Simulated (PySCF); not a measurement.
## Electronic structure of C5H15NSi (SiHMe2(NMeEt)) in real space

```tsv
atom	x (Å)	y (Å)	z (Å)
Si	0.9150	0.7175	0.4283
H	1.2536	0.5622	1.8808
C	2.4845	0.9099	-0.5854
H	2.2721	1.1505	-1.6390
H	3.0974	-0.0037	-0.5543
H	3.0858	1.7375	-0.1760
C	-0.1242	2.2771	0.2343
H	0.4438	3.1743	0.5299
H	-1.0314	2.2315	0.8570
H	-0.4413	2.4076	-0.8132
N	0.0899	-0.7529	-0.0189
C	-0.0067	-1.1965	-1.3854
C	-0.7875	-1.4273	0.9121
C	-2.2697	-1.0984	0.7655
H	0.0980	-2.2968	-1.4488
H	-0.9632	-0.9334	-1.8804
H	0.8006	-0.7616	-1.9937
H	-0.6484	-2.5223	0.8069
H	-0.4619	-1.1796	1.9368
H	-2.8705	-1.6595	1.4984
H	-2.4538	-0.0243	0.9248
H	-2.6462	-1.3567	-0.2364
```

Geometry: PBE0-D3(BJ)/def2-SVP.

The calculation used PySCF, PBE0/pcSseg-1, SCF density, gas phase, non-relativistic.

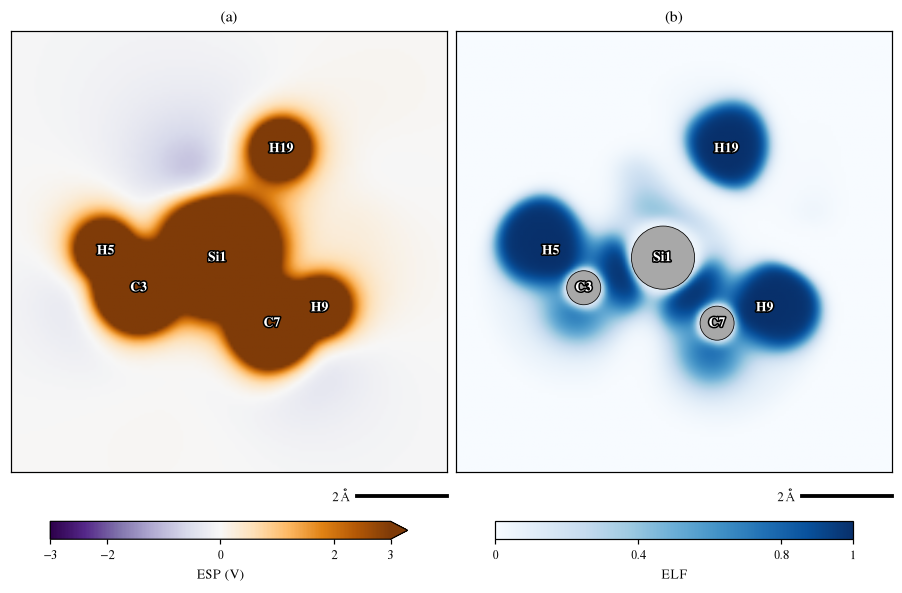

Figure 1. (a) molecular electrostatic potential; (b) ELF on the plane of atoms Si1, C3 and H5. Grey discs cover the atomic cores in the ELF map.

### Interpret the plot.

The section cuts through Si, C and H sites.
C–Si (1.88 Å): the ELF peaks at about 0.95 between the atoms: localised, covalent bonding.
C–H (1.10 Å): the ELF climbs to about 1 towards the hydrogen, as it does in any bond to H; a covalent bond by its length.
Outside the dense part of the molecule the potential is most negative (−0.9 V) near N11, which lies off the plane.

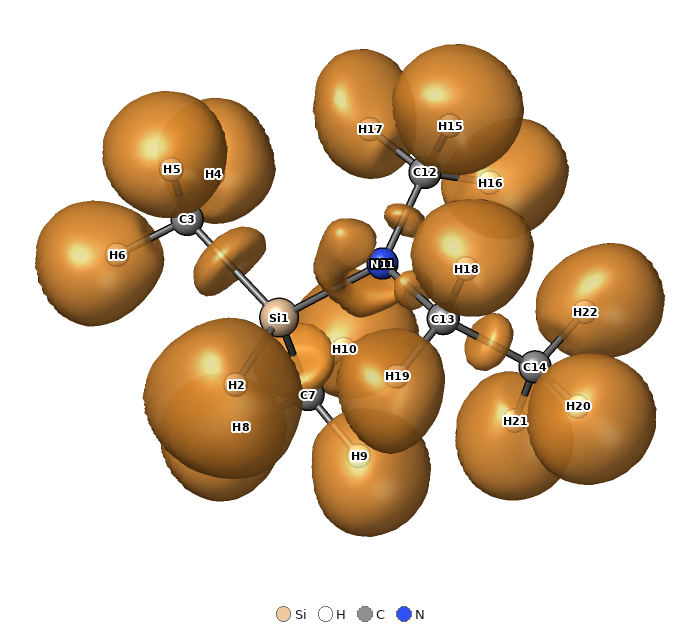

Figure 2. Isosurface of the electron localisation function at 0.85 (orange), seen at an oblique angle. Core shells and regions of very low density are left out.

### What do the ELF domains correspond to?

The ELF exceeds this value in one region between bonded C–C atoms (shared pairs), two regions between bonded C–N atoms (shared pairs), two regions between bonded C–Si atoms (shared pairs), one region between bonded N–Si atoms (shared pairs) and 15 regions around hydrogen nuclei. Along the contacts the grid gives the following. C–N (1.44 Å): the ELF peaks at about 0.90 between the atoms: a shared electron pair. C–C (1.53 Å): the ELF peaks at about 0.95 between the atoms: a shared electron pair.

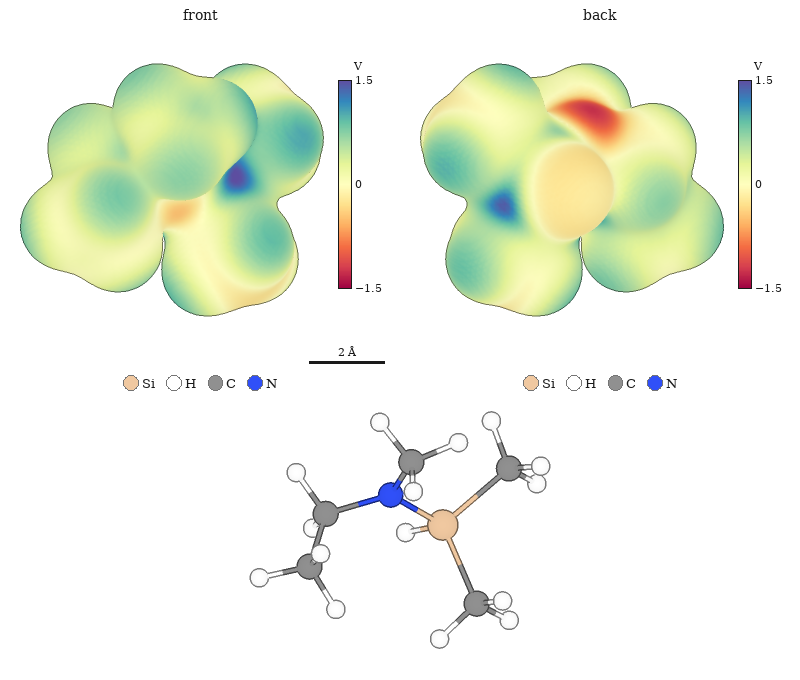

Figure 3. The molecular electrostatic potential painted on the density surface at 0.004 e/bohr³, seen from the front and from behind; red is negative and blue positive. The bare structure is drawn below in the same view.

### Which sites attract a positive test charge, and which a negative one?

A positive charge is drawn to the negative regions and a negative charge to the positive ones. The most negative region (about −1.1 V) lies over N11, the most positive (about +1.3 V) over Si1. N11 is the likeliest acceptor of a hydrogen bond.

### How polar is the molecule by this calculation?

Its dipole moment is 0.71 D.
